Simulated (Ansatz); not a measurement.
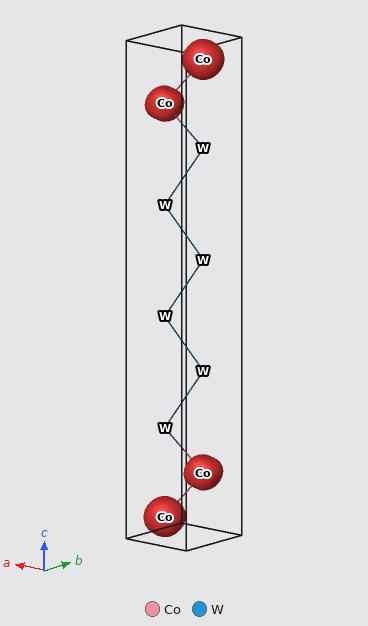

The picture shows: Co$_{2}$W$_{3}$. Isosurface of the spin density (up minus down) at −0.1 e/Å³ (red), seen at an oblique angle. Sticks mark near contacts.

Space group P-3m1; a structure generated by program, which may or may not match a known phase; spin-polarised.

Level of theory: Ansatz 0.2.0, DFT PBE, scalar-relativistic, plane waves, PAW.

Core electrons are frozen (PAW), and the valence fields are smoothed inside the atomic spheres.

```
CELL_PARAMETERS angstrom
2.73272 0.00000 0.00000
-1.36636 2.36660 0.00000
0.00000 0.00000 22.37007
ATOMIC_POSITIONS crystal
Co 0.33333 0.66667 0.95818
Co 0.33333 0.66667 0.12822
Co 0.66667 0.33333 0.87178
Co 0.66667 0.33333 0.04182
W 0.33333 0.66667 0.77947
W 0.33333 0.66667 0.33236
W 0.33333 0.66667 0.55585
W 0.66667 0.33333 0.22053
W 0.66667 0.33333 0.44415
W 0.66667 0.33333 0.66764
```

Where is the spin, and how is it ordered?

Answer. The spin density sits on Co: −1.1 μB (×2) and −1.8 μB (×2) in one cell of 10 atoms, with smaller moments on other sites: W (up to +0.08 μB): parallel main moments (a ferromagnetic arrangement) in this solution. The cell of the calculation (10 atoms) carries 5.1 μB of net spin moment.
